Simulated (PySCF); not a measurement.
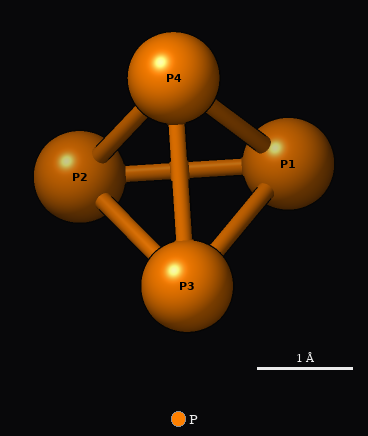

The structure as given in the input (ball-and-stick view, seen at a tilt; atoms are numbered from 1 in the order of the input). Bond lengths as drawn: P–P 2.20 Å.

Excited-state calculation of P4

The run: excited-state calculation of P4 (Phosphorus tetramer). Method and program: TDDFT B3LYP/def2-SVPD, vertical, gas phase, core orbitals frozen in the response (PySCF 2.14.0).

The geometry comes from this level: PBE0-D3(BJ)/def2-SVP.

Input file
```
{"job": {"kind": "uv", "xc": "B3LYP", "basis": "def2-SVPD", "ip": true}, "charge": 0, "multiplicity": 1}
P      1.247379    -0.238989    -0.545443
P     -0.422300     1.190040    -0.409016
P     -0.824989    -0.973812    -0.447510
P      0.103670    -0.058138     1.325789
```

The first line tells a small driver script what to run in PySCF; the rest is the geometry in Å.

Launch command:
```bash
OMP_NUM_THREADS=1 python <driver script> task.json out
```

The program's output
```
coarse grid: 6496 points
cycle   1  E = -1364.9492134461  dE =  6.196e-01  |g| = 8.984e-02  |ddm| = 2.921e+00
cycle   2  E = -1364.9502304006  dE = -1.017e-03  |g| = 5.574e-02  |ddm| = 3.297e-01
cycle   3  E = -1364.9511270384  dE = -8.966e-04  |g| = 2.595e-02  |ddm| = 1.164e-01
cycle   4  E = -1364.9513531857  dE = -2.261e-04  |g| = 1.031e-03  |ddm| = 3.732e-02
cycle   5  E = -1364.9513532385  dE = -5.286e-08  |g| = 1.030e-03  |ddm| = 4.255e-03
final grid: 47704 points
cycle   6  E = -1365.0990246354  dE =  9.789e-08  |g| = 2.519e-03  |ddm| = 1.361e-02
cycle   7  E = -1365.0990151994  dE =  9.436e-06  |g| = 5.572e-03  |ddm| = 1.097e-02
cycle   8  E = -1365.0990270222  dE = -1.182e-05  |g| = 2.608e-04  |ddm| = 7.580e-03
cycle   9  E = -1365.0990270463  dE = -2.406e-08  |g| = 1.755e-05  |ddm| = 3.883e-04
cycle  10  E = -1365.0990270464  dE = -1.153e-10  |g| = 3.362e-06  |ddm| = 3.985e-05
```

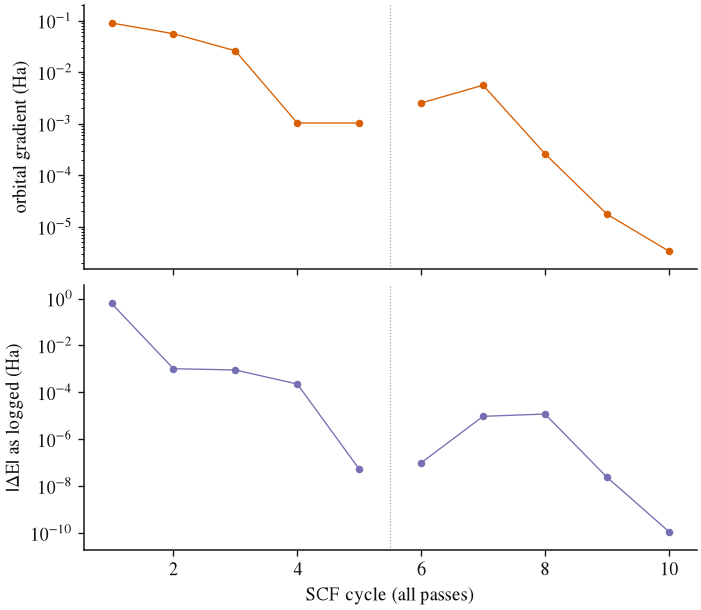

Convergence of the self-consistent field: orbital gradient and size of the energy change against the SCF cycle. The dotted line marks the change from a coarse to the final integration grid. The first 5 cycles use a coarse grid, the final grid takes over at cycle 6, and the field converges after 10 cycles in all.

```
converged SCF energy = -1365.0990270464

Static polarisability (au): isotropic 88.410, principal 88.387 88.412 88.432

Singlet excitations
state   eV       nm        f      main configurations
  1   5.2005    238.4   0.00000   H->L+2 0.45, H->L+1 0.32, H->L 0.15
  2   5.2028    238.3   0.00000   H-1->L 0.60, H->L+2 0.20
  3   5.2041    238.2   0.00000   H-1->L+1 0.47, H-1->L+2 0.23, H->L 0.17
  4   5.4688    226.7   0.00001   H->L+3 0.69, H-1->L+4 0.22
  5   5.4705    226.6   0.00000   H->L+4 0.61, H-1->L+3 0.25, H->L+5 0.10
  6   5.4765    226.4   0.00000   H-1->L+5 0.83, H-1->L+4 0.10
  7   5.5877    221.9   0.00587   H-1->L+3 0.32, H->L+1 0.21, H->L+4 0.14
  8   5.5892    221.8   0.00582   H-1->L+4 0.28, H->L 0.25, H->L+3 0.14
  9   5.5910    221.8   0.00606   H->L+5 0.41, H-1->L+1 0.16, H-1->L+2 0.15
 10   5.7619    215.2   0.01421   H-1->L+4 0.29, H->L 0.22, H-1->L+1 0.08

Triplet excitations (Tamm-Dancoff, eV): 4.5913 4.5933 4.5972 4.8801
Vertical ionisation energy (delta-SCF) = 9.5775 eV
```

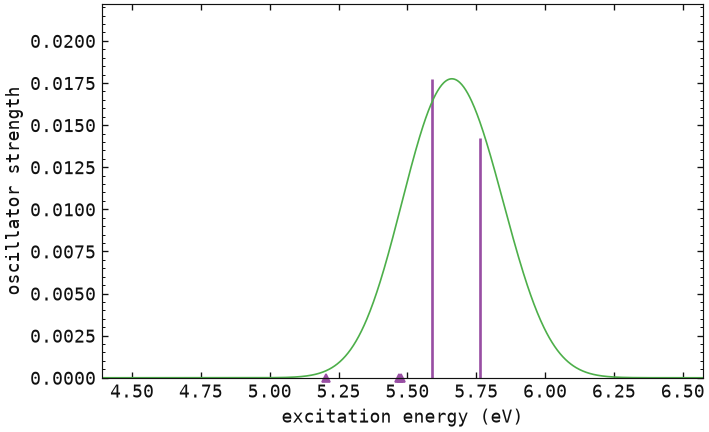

Computed excitations as sticks (degenerate states added up, dark ones marked on the axis), with a Gaussian envelope of 0.35 eV full width at half maximum, scaled to the tallest. Of the 10 states the lowest lies at 5.20 eV (f = 0.000); the strongest line is at 5.59 eV, or 222 nm (f = 0.018, summed over 3 states that lie within 0.004 eV).

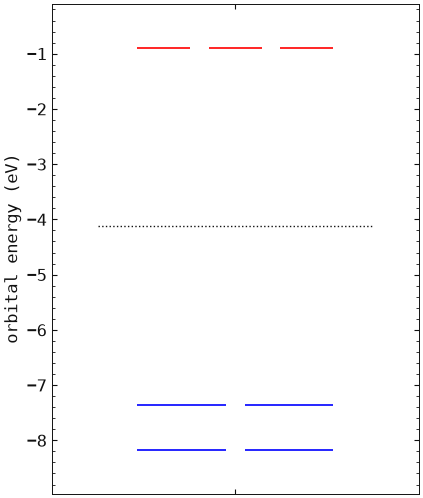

Orbital energies near the frontier; the dotted line parts filled from empty levels, and levels within 0.02 eV of each other stand side by side. Highest filled −7.36 eV, lowest empty −0.90 eV, 6.46 eV apart.

Results in brief

- outcome: converged
- total energy: −1365.099027 hartree
- HOMO: −7.36 eV
- LUMO: −0.90 eV
- dipole moment: 0.00 D
- mean polarisability: 88.41 a.u.
- vertical ionisation energy: 9.58 eV
- lowest singlet excitation: 5.20 eV
- hardware: 1 CPU thread, shared host
- wall time: 15 s
- peak memory: 0.46 GiB
